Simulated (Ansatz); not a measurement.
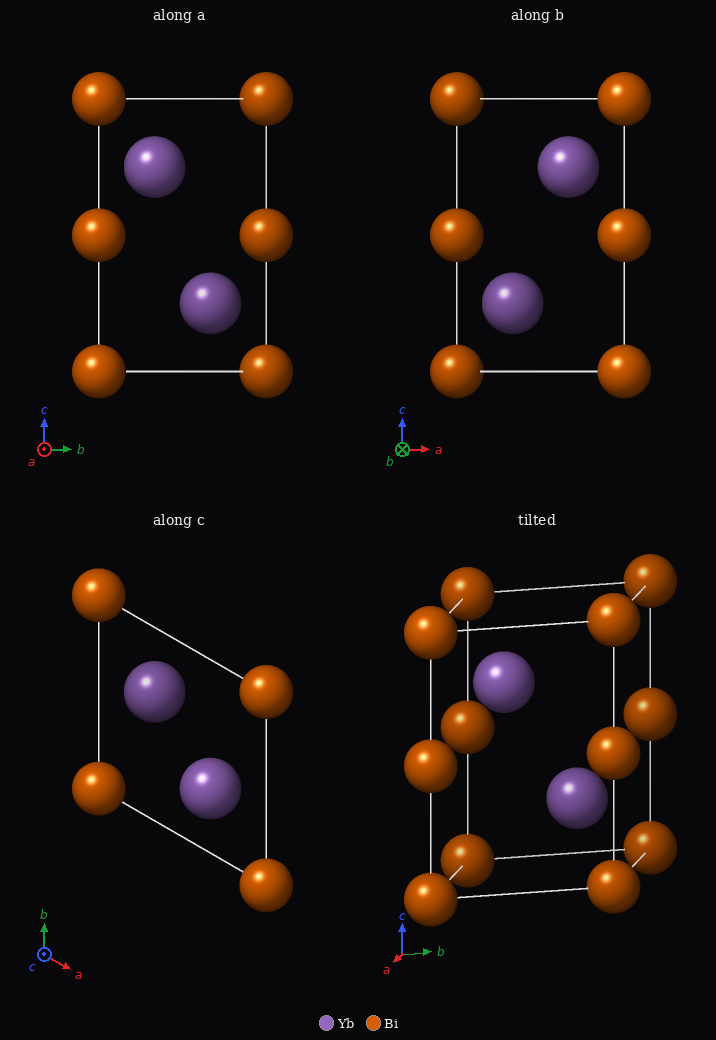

Spheres-only representation of a periodic structure, projected along the a axis, along the b axis, along the c axis and slightly off an axis. Thin lines show the conventional unit cell, with boundary atoms drawn in all their periodic places.

Lattice parameters: a = 4.848 Å, b = 4.848 Å, c = 6.833 Å, α = 90.00°, β = 90.00°, γ = 120.00°. Put a along x and b in the xy plane.

Question: Set out the cell and atoms as a POSCAR file.

Answer:
```
Yb Bi
1.0
     4.848    0.000    0.000
    -2.424    4.198    0.000
     0.000    0.000    6.833
Yb Bi
2 2
Direct
  0.3333 0.6667 0.2500
  0.6667 0.3333 0.7500
  0.0000 0.0000 0.0000
  0.0000 0.0000 0.5000
```

The model was built from a structure type filled with these elements by a generator (whether the compound takes this form wasn't checked). It was relaxed at fixed volume with DFT PBE, scalar-relativistic, plane waves, PAW in Ansatz 0.2.0.
